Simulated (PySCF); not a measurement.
## Electronic structure of C$_{4}$H$_{5}$NOSi in real space

```json
{"atom": "C", "x (Å)": "2.2091", "y (Å)": "0.1707", "z (Å)": "0.3692"}
{"atom": "C", "x (Å)": "1.1606", "y (Å)": "-0.3120", "z (Å)": "-0.2834"}
{"atom": "Si", "x (Å)": "-0.5580", "y (Å)": "0.4442", "z (Å)": "-0.2775"}
{"atom": "C", "x (Å)": "-1.1035", "y (Å)": "0.8048", "z (Å)": "1.4752"}
{"atom": "N", "x (Å)": "-1.4187", "y (Å)": "1.0273", "z (Å)": "2.5538"}
{"atom": "C", "x (Å)": "-1.8097", "y (Å)": "-0.8587", "z (Å)": "-0.9460"}
{"atom": "O", "x (Å)": "-1.4657", "y (Å)": "-1.8607", "z (Å)": "-1.5164"}
{"atom": "H", "x (Å)": "3.1772", "y (Å)": "-0.3040", "z (Å)": "0.3295"}
{"atom": "H", "x (Å)": "2.1474", "y (Å)": "1.0606", "z (Å)": "0.9752"}
{"atom": "H", "x (Å)": "1.2848", "y (Å)": "-1.2133", "z (Å)": "-0.8738"}
{"atom": "H", "x (Å)": "-0.7294", "y (Å)": "1.6949", "z (Å)": "-1.0239"}
{"atom": "H", "x (Å)": "-2.8928", "y (Å)": "-0.6544", "z (Å)": "-0.8080"}
```

Geometry: GFN2-xTB.

Method: PySCF 2.14.0, PBE0/pcSseg-1, SCF density, gas phase, non-relativistic.

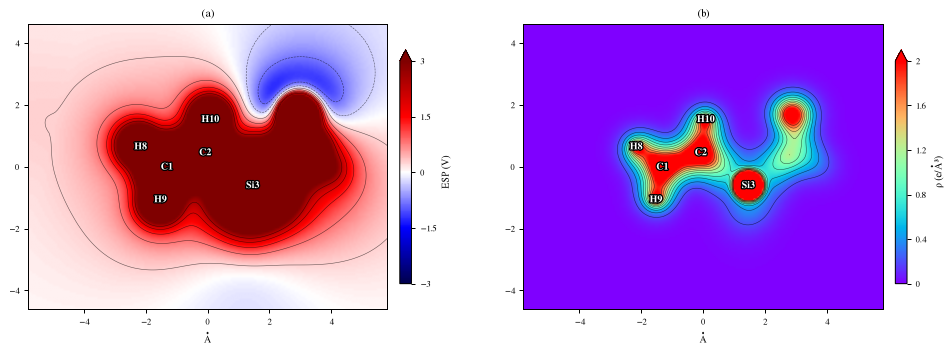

Figure 1. (a) electrostatic potential; (b) total electron density on the plane of atoms Si3, C2 and H10.

Interpret the plot.

Answer.
- The plane passes through C, Si and H nuclei.
- C–C (1.33 Å): ρ is about 2.3 e/Å³ halfway.
- C–Si (1.88 Å): ρ is about 0.95 e/Å³ halfway.
- C–H (1.08 Å): ρ is about 2.1 e/Å³ halfway.
- Outside the dense part of the molecule the potential is most negative (−1.2 V) near O7, which lies off the plane.

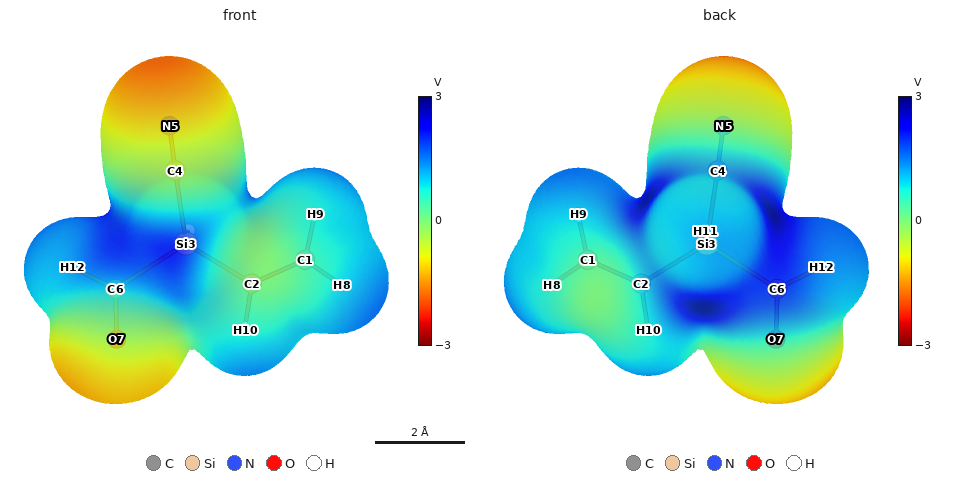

Figure 2. The electrostatic potential painted on the density surface at 0.004 e/bohr³, seen from the front and from behind; red is negative and blue positive.

Describe the electrostatic potential map.

Answer. The most negative region (about −1.8 V) lies over N5, the most positive (about +2.8 V) over Si3. N5 is the likeliest acceptor of a hydrogen bond.
